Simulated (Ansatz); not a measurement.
## BPH$_{5}$F: geometry relaxation

System: BPH$_{5}$F.
Method: RKS BHLYP-D4/def2-mTZVP (Ansatz 0.2.0).

It belongs to a series of runs on one base structure; here: end point B relaxed. Figures and captions count atoms from 1; the log counts them from 0 in places.

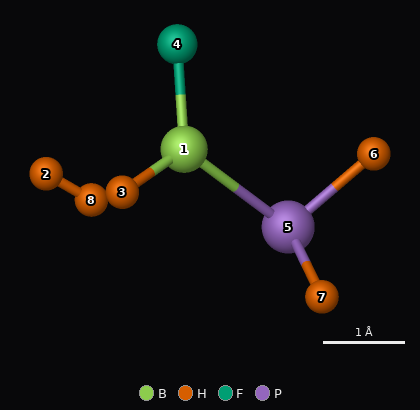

Fig. 1: The input geometry (ball-and-stick view, seen at a tilt; atoms are numbered from 1 in the order of the input). Bond lengths as drawn: B–F 1.32 Å, B–H 1.19 Å, B–P 1.91 Å, H–H 0.70 Å and H–P 1.41 Å.

Input file:
```yaml
crystal:
  periodic: [false, false, false]
  atoms:
    - { symbol: B, position_ang: [0.128129, -0.598611, -0.194306] }
    - { symbol: H, position_ang: [-0.156625, 0.497016, 1.918395] }
    - { symbol: H, position_ang: [1.085172, 0.095788, -0.28177] }
    - { symbol: F, position_ang: [-1.018994, -0.115835, -0.623882] }
    - { symbol: P, position_ang: [0.193173, -2.340771, 0.592135] }
    - { symbol: H, position_ang: [-0.705611, -2.991379, -0.27497] }
    - { symbol: H, position_ang: [1.376406, -2.77981, -0.03187] }
    - { symbol: H, position_ang: [-0.117249, -0.188798, 2.073568] }
basis:
  gaussian: { orbitals: def2-mTZVP }
hamiltonian:
  xc: { name: BHLYP }
  dispersion: d4
relax:
  f_tol: 0.03
  max_steps: 50
output:
  orbitals: {}
```

Run on 1 thread of Intel Xeon @ 2.50GHz (Skylake/Cascade Lake), 32 GiB of memory available, shared host.

Launch command:
```bash
ansatz run input.yaml --threads 1 --pin off --max-ram 2048MiB --backend cpu --events-out ev --progress --plain --runs-dir out
```

The program's output:
```
The last accepted step is kept in [file] (removed where the run ends without a failure and the disk answers)
Engine: ansatz 0.2.0, x86_64-unknown-linux-gnu
Functional definition: BHLYP
  parameter a = 0.5
  exchange = (1 - a)*b88_x + a*exact_x
  correlation = lyp_c
748 factors; integrals over basis functions are off by at most 6.3e-4 eV
mean field evaluation 1: about -12762.0932 eV, gradient 2.6e1 eV
mean field evaluation 2: about -12762.2331 eV, gradient 2.9e1 eV
mean field evaluation 4: about -12763.3122 eV, gradient 8.0e-1 eV
mean field evaluation 8: about -12763.4047 eV, gradient 3.3e-2 eV
mean field evaluation 16: about -12763.4048 eV, gradient 3.3e-5 eV
mean field -12763.40475197 eV, -469.0464732884 hartree, gradient 3.3e-5 eV, S^2 0.000000; 0 other end points of the search recorded, 0 dependent functions left out
the calculation of the forces begins
reference -12763.40492222 eV, -469.0464795450 hartree; 17, 17 occupied and 58, 58 virtual orbitals, 748 factors
relax step   1: F+E_penalty+E_count = -12763.54165916 eV  Δ(F+E_penalty+E_count) = +0.000e0 eV  max|allowed force component| = 1.391e0 eV/Å  Δτ_max = 0.0000 Å  (26 SCF iters, accepted)
these checks for a lower state are left out or cut short: starts, cluster_reference, orbital_swaps, neighbouring_geometries, increment
748 factors; integrals over basis functions are off by at most 6.3e-4 eV
mean field -12763.51863630 eV, -469.0506584602 hartree, gradient 1.4e-5 eV, S^2 0.000000; 0 other end points of the search recorded, 0 dependent functions left out
the calculation of the forces begins
reference -12763.51881011 eV, -469.0506648478 hartree; 17, 17 occupied and 58, 58 virtual orbitals, 748 factors
relax step   2: F+E_penalty+E_count = -12763.65233017 eV  Δ(F+E_penalty+E_count) = -1.107e-1 eV  max|allowed force component| = 2.806e-1 eV/Å  Δτ_max = 0.1980 Å  (31 SCF iters, accepted)
these checks for a lower state are left out or cut short: starts, cluster_reference, orbital_swaps, neighbouring_geometries, increment
748 factors; integrals over basis functions are off by at most 6.4e-4 eV
mean field -12763.56095493 eV, -469.0522136413 hartree, gradient 9.3e-6 eV, S^2 0.000000; 0 other end points of the search recorded, 0 dependent functions left out
the calculation of the forces begins
reference -12763.56113304 eV, -469.0522201868 hartree; 17, 17 occupied and 58, 58 virtual orbitals, 748 factors
relax step   3: F+E_penalty+E_count = -12763.69115358 eV  Δ(F+E_penalty+E_count) = -3.882e-2 eV  max|allowed force component| = 2.652e-1 eV/Å  Δτ_max = 0.1948 Å  (29 SCF iters, accepted)
these checks for a lower state are left out or cut short: starts, cluster_reference, orbital_swaps, neighbouring_geometries, increment
748 factors; integrals over basis functions are off by at most 6.4e-4 eV
mean field evaluation 32: about -12763.4820 eV, gradient 1.2e-2 eV
mean field -12763.57365549 eV, -469.0526803783 hartree, gradient 1.3e-5 eV, S^2 0.000000; 0 other end points of the search recorded, 0 dependent functions left out
the calculation of the forces begins
reference -12763.57383468 eV, -469.0526869636 hartree; 17, 17 occupied and 58, 58 virtual orbitals, 748 factors
relax step   4: F+E_penalty+E_count = -12763.70185104 eV  Δ(F+E_penalty+E_count) = -1.070e-2 eV  max|allowed force component| = 2.792e-1 eV/Å  Δτ_max = 0.1057 Å  (31 SCF iters, accepted)
these checks for a lower state are left out or cut short: starts, cluster_reference, orbital_swaps, neighbouring_geometries, increment
748 factors; integrals over basis functions are off by at most 6.3e-4 eV
mean field -12763.57692969 eV, -469.0528007030 hartree, gradient 1.3e-5 eV, S^2 0.000000; 0 other end points of the search recorded, 0 dependent functions left out
the calculation of the forces begins
reference -12763.57710923 eV, -469.0528073008 hartree; 17, 17 occupied and 58, 58 virtual orbitals, 748 factors
relax step   5: F+E_penalty+E_count = -12763.70428927 eV  Δ(F+E_penalty+E_count) = -2.438e-3 eV  max|allowed force component| = 3.324e-1 eV/Å  Δτ_max = 0.0873 Å  (31 SCF iters, accepted)
these checks for a lower state are left out or cut short: starts, cluster_reference, orbital_swaps, neighbouring_geometries, increment
748 factors; integrals over basis functions are off by at most 6.3e-4 eV
mean field -12763.58311766 eV, -469.0530281066 hartree, gradient 2.0e-5 eV, S^2 0.000000; 0 other end points of the search recorded, 0 dependent functions left out
the calculation of the forces begins
reference -12763.58329798 eV, -469.0530347334 hartree; 17, 17 occupied and 58, 58 virtual orbitals, 748 factors
relax step   6: F+E_penalty+E_count = -12763.70912922 eV  Δ(F+E_penalty+E_count) = -4.840e-3 eV  max|allowed force component| = 7.965e-2 eV/Å  Δτ_max = 0.0573 Å  (25 SCF iters, accepted)
these checks for a lower state are left out or cut short: starts, cluster_reference, orbital_swaps, neighbouring_geometries, increment
748 factors; integrals over basis functions are off by at most 6.3e-4 eV
mean field -12763.58529179 eV, -469.0531080044 hartree, gradient 2.0e-5 eV, S^2 0.000000; 0 other end points of the search recorded, 0 dependent functions left out
the calculation of the forces begins
reference -12763.58547278 eV, -469.0531146557 hartree; 17, 17 occupied and 58, 58 virtual orbitals, 748 factors
relax step   7: F+E_penalty+E_count = -12763.71015759 eV  Δ(F+E_penalty+E_count) = -1.028e-3 eV  max|allowed force component| = 6.587e-2 eV/Å  Δτ_max = 0.0531 Å  (23 SCF iters, accepted)
these checks for a lower state are left out or cut short: starts, cluster_reference, orbital_swaps, neighbouring_geometries, increment
748 factors; integrals over basis functions are off by at most 6.3e-4 eV
mean field -12763.58659183 eV, -469.0531557799 hartree, gradient 1.6e-5 eV, S^2 0.000000; 0 other end points of the search recorded, 0 dependent functions left out
the calculation of the forces begins
reference -12763.58677335 eV, -469.0531624507 hartree; 17, 17 occupied and 58, 58 virtual orbitals, 748 factors
relax step   8: F+E_penalty+E_count = -12763.71055465 eV  Δ(F+E_penalty+E_count) = -3.971e-4 eV  max|allowed force component| = 2.515e-2 eV/Å  Δτ_max = 0.0469 Å  (24 SCF iters, accepted)
748 factors; integrals over basis functions are off by at most 6.3e-4 eV
mean field evaluation 64: about -12763.5866 eV, gradient 1.6e-5 eV
```

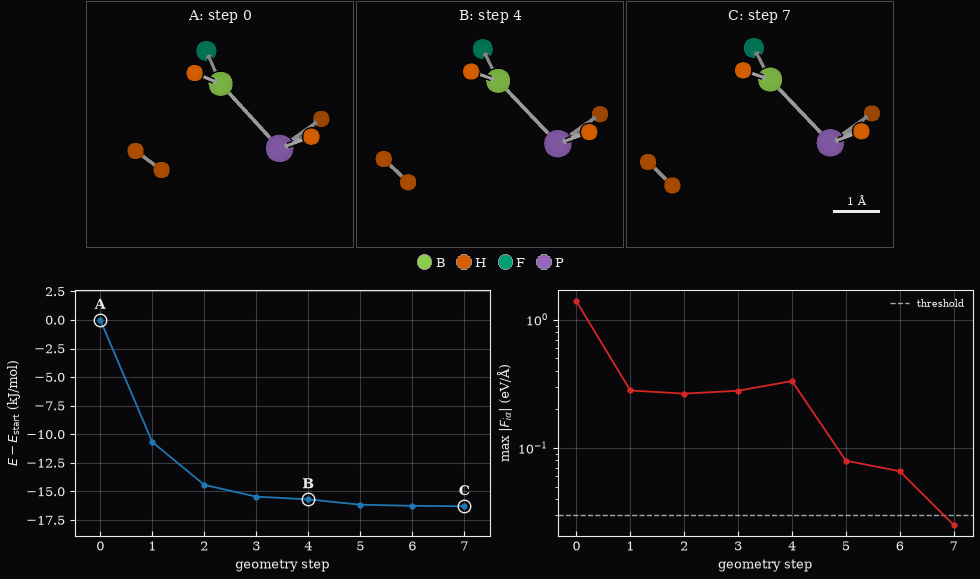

Fig. 2: Frames of the relaxation (ball-and-stick view, seen on its broad side) above the curves, on which the letters mark them (the first geometry is step 0 here and step 1 in the log).

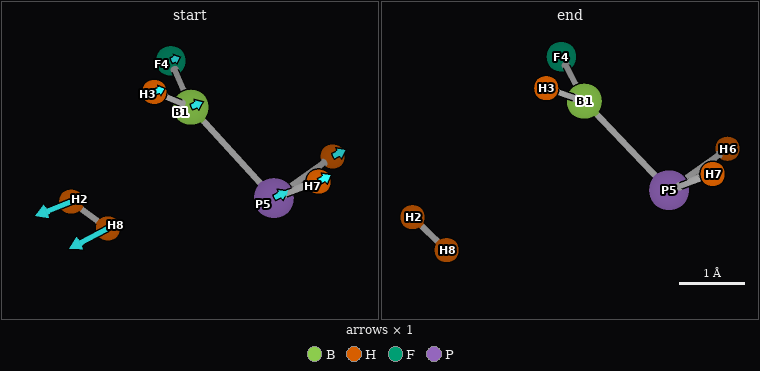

Fig. 3: Before (left) and after (right) the relaxation, at one scale (ball-and-stick view, seen on its broad side). The teal arrows give the displacements, at true length. Over 7 geometry steps the energy falls by 16.3 kJ/mol. Largest force component: 1.4 eV/Å at the start, 0.025 eV/Å at the end. The largest move after the best rigid fit is that of H8, 0.73 Å. By element the largest moves are H 0.73 Å, P 0.27 Å, B 0.23 Å, F 0.18 Å. Distances before and after: H2–H8 0.704 → 0.736 Å. (Atoms are counted from 1 in the order of the input.)

```
mean field -12763.58659183 eV, -469.0531557799 hartree, gradient 1.6e-5 eV, S^2 0.000000; 1 other end points of the search recorded, 0 dependent functions left out
the calculation of the forces begins
reference -12763.58677335 eV, -469.0531624507 hartree; 17, 17 occupied and 58, 58 virtual orbitals, 748 factors
Total energy: -12763.71073617 eV, -469.0577180004 hartree
Atom 0 at     0.155874    -0.749324    -0.365453 Å, force    -0.016363     0.024165     0.000518 eV/Å
Atom 1 at    -0.252954     0.944798     2.385293 Å, force    -0.002274    -0.000434    -0.001095 eV/Å
Atom 2 at     1.109468    -0.048991    -0.411492 Å, force    -0.007159    -0.013152    -0.004444 eV/Å
Atom 3 at    -0.996403    -0.239779    -0.750242 Å, force     0.025145    -0.010515     0.007348 eV/Å
Atom 4 at     0.221484    -2.504936     0.384482 Å, force     0.000996    -0.005847    -0.002304 eV/Å
Atom 5 at    -0.680613    -3.153268    -0.478521 Å, force     0.003072     0.000418     0.000742 eV/Å
Atom 6 at     1.413358    -2.929898    -0.229417 Å, force    -0.003411     0.003165    -0.001822 eV/Å
Atom 7 at    -0.185813     0.258997     2.642649 Å, force    -0.000006     0.002201     0.001056 eV/Å
Dipole moment:     0.178570    -0.100202    -0.105477 e Å
```

Trajectory as extended XYZ (Å, eV, eV/Å), 8 frames, from step=1 to step=8:
```
8
Properties=species:S:1:pos:R:3:forces:R:3 step=1 energy=-12763.54166
B     0.1281   -0.5986   -0.1943    0.0995   0.0133  -0.2471
H    -0.1566    0.4970    1.9184   -0.1068   1.3909  -0.1083
H     1.0852    0.0958   -0.2818   -0.0464  -0.0593   0.0160
F    -1.0190   -0.1158   -0.6239   -0.0297   0.0222   0.0002
P     0.1932   -2.3408    0.5921    0.0596  -0.3565  -0.1449
H    -0.7056   -2.9914   -0.2750   -0.0044   0.0069   0.0107
H     1.3764   -2.7798   -0.0319   -0.0018   0.0113  -0.0034
H    -0.1172   -0.1888    2.0736    0.0301  -1.0286   0.4767
8
Properties=species:S:1:pos:R:3:forces:R:3 step=2 energy=-12763.65233
B     0.1445   -0.6562   -0.2640   -0.1106   0.1687   0.2806
H    -0.1888    0.6478    2.0427   -0.0259   0.1971   0.0388
H     1.0922    0.0549   -0.3010    0.0047  -0.1102  -0.1333
F    -1.0149   -0.1364   -0.6212    0.1153  -0.1241  -0.0915
P     0.2085   -2.4034    0.5248    0.0048   0.0794  -0.1585
H    -0.7069   -3.0408   -0.3314    0.0329  -0.0809  -0.0244
H     1.3982   -2.8277   -0.0923   -0.0142  -0.0753  -0.0457
H    -0.1484   -0.0605    2.2197   -0.0068  -0.0547   0.1340
8
Properties=species:S:1:pos:R:3:forces:R:3 step=3 energy=-12763.69115
B     0.1406   -0.6809   -0.2843   -0.1916   0.0231  -0.2482
H    -0.1961    0.7583    2.1886   -0.0018  -0.1042   0.0594
H     1.0878    0.0304   -0.3345   -0.0459  -0.0580   0.0529
F    -1.0073   -0.1955   -0.7313    0.2652  -0.1210   0.1782
P     0.2097   -2.4410    0.4765   -0.0371   0.1472   0.0454
H    -0.7021   -3.0808   -0.3809    0.0290  -0.0279  -0.0437
H     1.4016   -2.8594   -0.1392   -0.0014  -0.0203  -0.0475
H    -0.1498    0.0466    2.3825   -0.0163   0.1610   0.0035
8
Properties=species:S:1:pos:R:3:forces:R:3 step=4 energy=-12763.70185
B     0.1492   -0.7058   -0.3170   -0.2373   0.0929  -0.0794
H    -0.2135    0.8220    2.2542    0.0042  -0.1545   0.0606
H     1.0955    0.0072   -0.3582   -0.0309  -0.0704   0.0015
F    -1.0049   -0.2067   -0.7320    0.2792  -0.1444   0.1176
P     0.2158   -2.4633    0.4471   -0.0245   0.1577  -0.0016
H    -0.6960   -3.1045   -0.4088    0.0156  -0.0352  -0.0357
H     1.4055   -2.8845   -0.1706    0.0081  -0.0304  -0.0360
H    -0.1673    0.1132    2.4627   -0.0144   0.1843  -0.0270
8
Properties=species:S:1:pos:R:3:forces:R:3 step=5 energy=-12763.70429
B     0.1502   -0.7210   -0.3226    0.0805   0.0772  -0.0788
H    -0.2285    0.8583    2.2748   -0.0080   0.0434  -0.0043
H     1.1038   -0.0207   -0.3687   -0.0257   0.0103  -0.0013
F    -1.0019   -0.2280   -0.7175   -0.1142   0.1399  -0.0556
P     0.2097   -2.4639    0.4238    0.0837  -0.3324   0.0244
H    -0.6790   -3.1228   -0.4471   -0.0321   0.0551   0.0365
H     1.3989   -2.8955   -0.1933    0.0150   0.0306   0.0547
H    -0.1688    0.1713    2.5278    0.0008  -0.0239   0.0244
8
Properties=species:S:1:pos:R:3:forces:R:3 step=6 energy=-12763.70913
B     0.1532   -0.7311   -0.3426   -0.0596   0.0797  -0.0262
H    -0.2348    0.8904    2.3218   -0.0019  -0.0190   0.0116
H     1.1043   -0.0264   -0.3850   -0.0205  -0.0231  -0.0109
F    -1.0008   -0.2291   -0.7352    0.0619  -0.0025   0.0102
P     0.2167   -2.4818    0.4112    0.0235  -0.0788  -0.0024
H    -0.6832   -3.1324   -0.4526   -0.0069   0.0089   0.0067
H     1.4067   -2.9096   -0.2044    0.0065   0.0048   0.0115
H    -0.1777    0.1976    2.5642   -0.0030   0.0301  -0.0004
8
Properties=species:S:1:pos:R:3:forces:R:3 step=7 energy=-12763.71016
B     0.1548   -0.7411   -0.3563   -0.0539   0.0571  -0.0064
H    -0.2437    0.9203    2.3586   -0.0024  -0.0041   0.0025
H     1.1067   -0.0377   -0.3998   -0.0151  -0.0233  -0.0096
F    -0.9988   -0.2345   -0.7449    0.0659  -0.0236   0.0161
P     0.2198   -2.4947    0.3969    0.0054  -0.0180  -0.0071
H    -0.6823   -3.1434   -0.4658    0.0013  -0.0002   0.0017
H     1.4109   -2.9213   -0.2173   -0.0002   0.0026   0.0008
H    -0.1829    0.2301    2.6059   -0.0009   0.0095   0.0019
8
Properties=species:S:1:pos:R:3:forces:R:3 step=8 energy=-12763.71055
B     0.1559   -0.7493   -0.3655   -0.0164   0.0242   0.0005
H    -0.2530    0.9448    2.3853   -0.0023  -0.0004  -0.0011
H     1.1095   -0.0490   -0.4115   -0.0072  -0.0132  -0.0044
F    -0.9964   -0.2398   -0.7502    0.0251  -0.0105   0.0073
P     0.2215   -2.5049    0.3845    0.0010  -0.0058  -0.0023
H    -0.6806   -3.1533   -0.4785    0.0031   0.0004   0.0007
H     1.4134   -2.9299   -0.2294   -0.0034   0.0032  -0.0018
H    -0.1858    0.2590    2.6426    0.0000   0.0022   0.0011
```

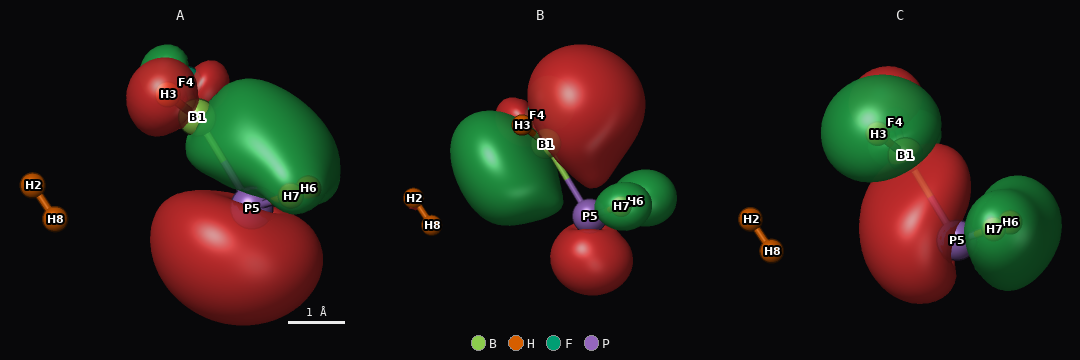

Fig. 4: Three frontier orbitals at ±0.08 Å⁻³ᐟ² (green and red are the two phases). C is the HOMO−1 (−10.71 eV). It lies mainly on P5 (40 %), B1 (20 %), H3 (15 %), F4 (10 %) and H6 (10 %). A is the HOMO (−8.64 eV). B is the LUMO (−0.05 eV). By Hirshfeld shares it lies mainly on B1 (55 %), P5 (20 %) and F4 (10 %). The HOMO–LUMO gap is 8.59 eV between the orbital energies.

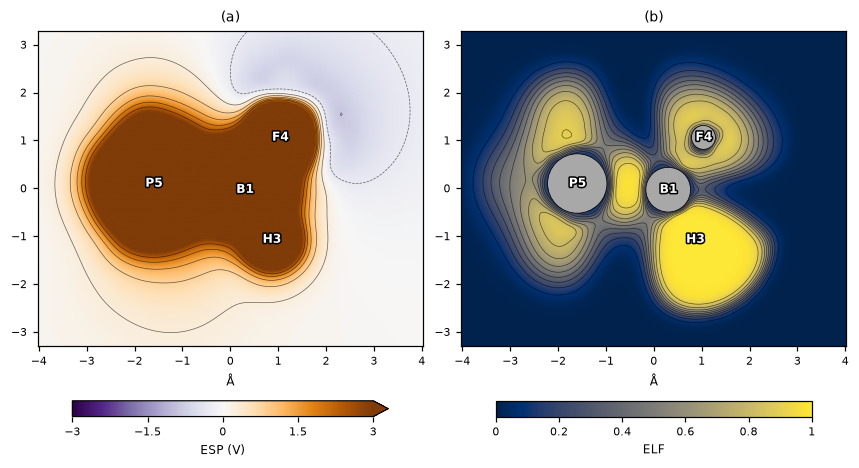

Fig. 5: (a) molecular electrostatic potential; (b) ELF on the plane of atoms H3, B1 and F4. Grey discs, where drawn, cover atomic cores. The section cuts through B, H, F and P sites.

Key numbers:

```json
{"quantity": "outcome", "value": "converged"}
{"quantity": "total energy", "value": "−12763.7107 eV"}
{"quantity": "mean-field energy", "value": "−12763.5868 eV"}
{"quantity": "largest force (length of the vector) at the end", "value": "0.029 eV/Å"}
{"quantity": "wall time", "value": "43 s"}
{"quantity": "peak memory", "value": "0.15 GiB"}
```
